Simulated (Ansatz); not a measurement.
**C₃H₆Si: density, localisation and related maps**

Input file:

```
crystal:
  periodic: [false, false, false]
  atoms:
    - { symbol: C, position_ang: [-1.4497, 1.1912, -1.8218] }
    - { symbol: C, position_ang: [-0.6244, 0.8635, -1.1026] }
    - { symbol: Si, position_ang: [0.7157, 0.2907, 0.0266] }
    - { symbol: C, position_ang: [0.2743, -1.0899, 1.1285] }
    - { symbol: H, position_ang: [-2.2735, 1.5588, -2.5018] }
    - { symbol: H, position_ang: [1.2019, 1.4405, 0.8821] }
    - { symbol: H, position_ang: [1.9408, -0.1504, -0.7631] }
    - { symbol: H, position_ang: [1.0496, -1.4076, 1.7849] }
    - { symbol: H, position_ang: [-0.6382, -0.7829, 1.8047] }
    - { symbol: H, position_ang: [-0.1134, -1.9651, 0.5654] }
basis:
  gaussian: { orbitals: def2-SVP }
hamiltonian:
  xc: lda
relax:
  f_tol: 0.015
  max_steps: 40
output:
  orbitals: {}
```

Run with:

```sh
ansatz run input.yaml --threads 1 --pin off --max-ram 2048MiB --backend cpu --events-out ev --progress --plain --runs-dir out
```

The fields are those of the relaxed geometry.

Computed with Ansatz 0.2.0, RKS LDA/def2-SVP.

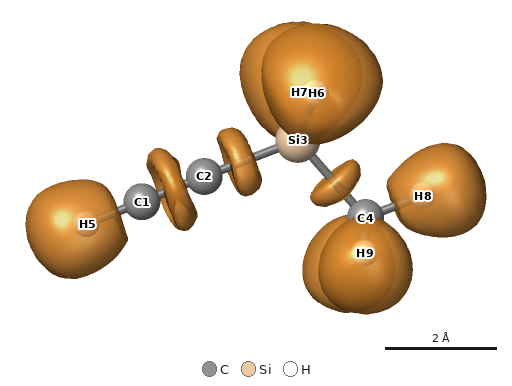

Figure 1. Isosurface of the electron localisation function at 0.85 (orange), seen across its widest extent. Only the valence region is drawn (cores and ρ < 0.01 e/Å³ removed).

Q: Where are the electrons localised?

A: At this value the surface marks out one region between bonded C–C atoms (shared pairs), two regions between bonded C–Si atoms (shared pairs) and six regions around hydrogen nuclei. Profiles from the grid: C–C (1.22 Å): the ELF peaks at about 0.85 between the atoms: a short, multiple covalent bond. C–Si (1.83 Å): the ELF peaks at about 0.95 between the atoms: localised, covalent bonding.

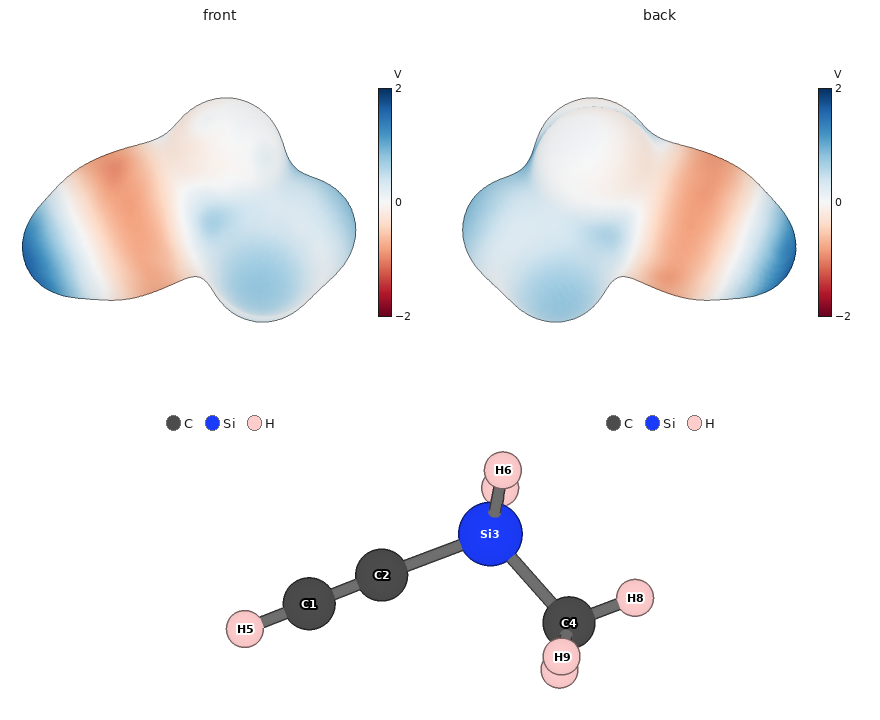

Figure 2. The molecular electrostatic potential painted on the density surface at 0.002 e/bohr³, seen from the front and from behind; red is negative and blue positive. The bare structure is drawn below in the same view.

Q: Describe the electrostatic potential map.

A: The most negative region (about −0.9 V, or −21 kcal/mol for a unit charge) lies over C1 and C2, the most positive (about +1.6 V, or +37 kcal/mol for a unit charge) over H5.

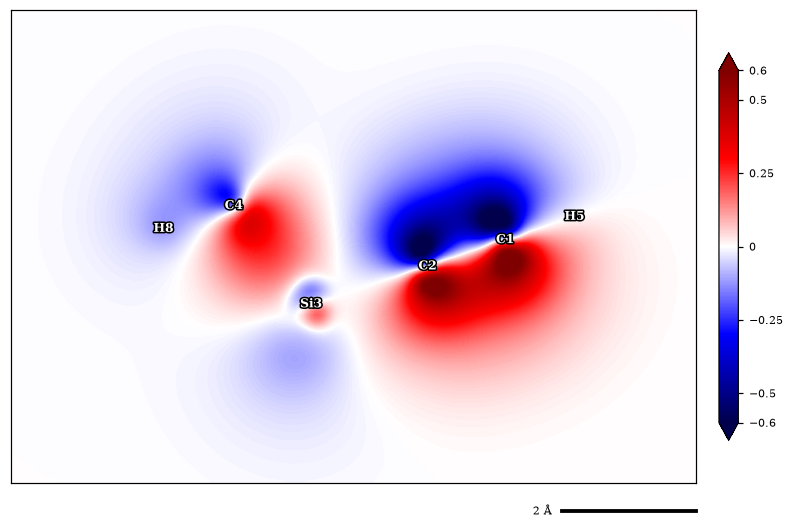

Figure 3. The HOMO−1 on the plane of atoms C2, Si3 and C4 (values in Å⁻³ᐟ²; the overall sign is arbitrary).

Q: Describe this orbital and give its energy.

A: Its weight (Hirshfeld) is mainly on C1 (about 40 %), C2 (about 35 %), C4 (about 10 %) and Si3 (about 5 %); π-bonding across C1–C2. Its energy is −6.89 eV.
